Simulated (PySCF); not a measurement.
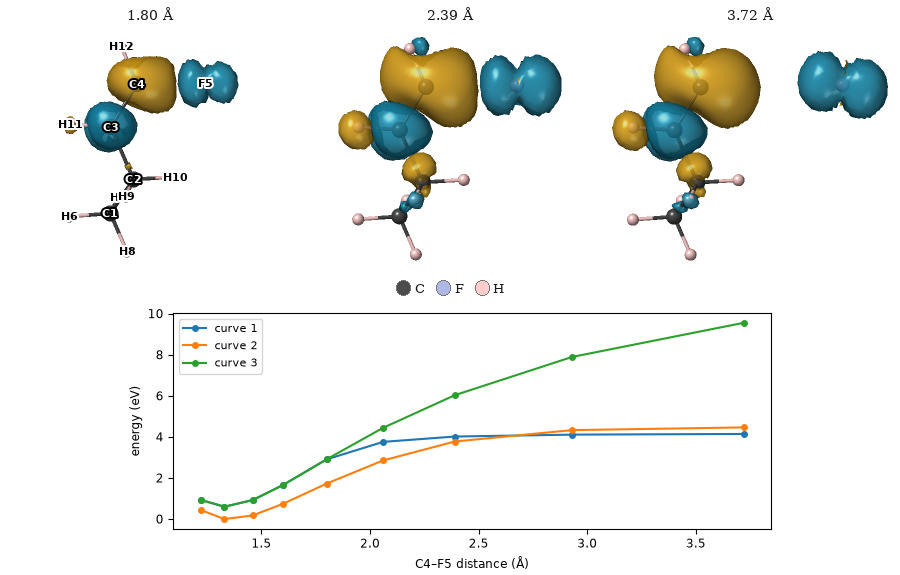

Figure. C4H7F, SMILES `CC/C=C\F`. Rigid stretch of the C4–F5 bond. Broken-symmetry UHF spin density at ±0.03 e/Å³ (yellow: α, teal: β). Below: energies along the scan, from the lowest point of the three curves.

Level of theory: def2-SVP basis (PySCF), at a geometry from GFN2-xTB. No frequency check shows the geometry to be a minimum.

Geometry (Å), atoms numbered from 1:

```
C1       2.1395    0.1685   -0.3901
C2       0.9256    0.2452    0.5342
C3      -0.1004   -0.7766    0.1619
C4      -1.3607   -0.5179   -0.1295
F5      -1.8660    0.7310   -0.1074
H6       2.5951   -0.8184   -0.3429
H7       1.8454    0.3635   -1.4188
H8       2.8824    0.9062   -0.0978
H9       1.2482    0.0609    1.5632
H10      0.4849    1.2420    0.4892
H11      0.2263   -1.8046    0.1186
H12     -2.1117   -1.2438   -0.4037
```

UHF's ⟨S²⟩ passes 1 along the scan (up to 1.22), so it also polarises electrons outside the stretched bond; its energy lowering isn't due to that bond alone.

> How does the broken-symmetry solution share the spin, and how far is it from a pure singlet?

At 3.72 Å excess α spin lies mostly on C4 and excess β on F5; the two could be swapped at no cost. ⟨S²⟩ is 0.10 at 1.80 Å, 1.11 at 2.39 Å and 1.22 at 3.72 Å, against 0 for a pure singlet and 1 for an equal mix of singlet and triplet.

> Which curve is which method?

Curve 1 is UHF. Curve 2 is CASSCF(2,2). Curve 3 is RHF. RHF rises too steeply because it keeps both electrons in one orbital and so mixes in ionic fragments.

> Where does the UHF solution part from RHF?

Between 1.60 Å (⟨S²⟩ = 0, the two coincide) and 1.80 Å (⟨S²⟩ = 0.10); at 3.72 Å ⟨S²⟩ is 1.22 and UHF lies 5.4 eV below RHF.

> How much energy does the stretch cost?

By CASSCF, 4.5 eV from the lowest point of the scan (1.33 Å) to 3.72 Å; RHF gives 9.0 eV from its own lowest point. The fragments aren't relaxed and dynamic correlation is missing, so this isn't a bond dissociation energy.

Cost of the run: 8.2 min on 1 thread of Arm Neoverse V2, with other jobs on the host, peak memory 0.28 GiB.
